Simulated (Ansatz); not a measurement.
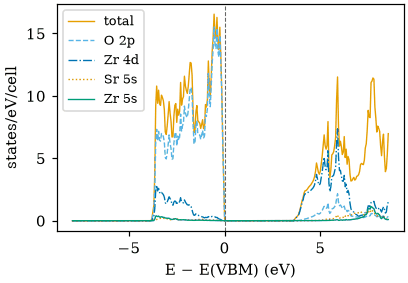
Figure: Total and projected density of states of SrZrO3 in space group Imma (No. 74; Sr on 4e, Zr on 4a, O on 4e, O on 8g), PBEsol in the plane-wave PAW code Ansatz

**Question.** Which orbitals carry the states next to the gap?

**Answer.** Top 1 eV of the valence band: O 2p 94 %. Bottom 1 eV of the conduction band: Zr 4d 88 %, O 2p 7 %. Projections are on Löwdin-orthogonalised atomic valence shells; empty p or d shells of many metals are not among them.

**Question.** Where is the tallest occupied peak in this window, and what makes it?

**Answer.** Near -0.5 eV, about 17 states/eV per cell; the largest projected share is O 2p.

The first step of the workflow began from a Materials Project structure, measured or hypothetical; the Crystallography Open Database copy checked does not list it. COD files the formula under space group No. 62, 63, 221. Whether it is the stable phase at ambient conditions was not checked. Symmetry was held in the PBEsol relaxation; whether a distortion lowers the energy is not shown. No spin polarisation was allowed. Scalar-relativistic: spin–orbit coupling is off unless named, which matters more the heavier the elements.

Potentials: the later of the program's two PAW sets.
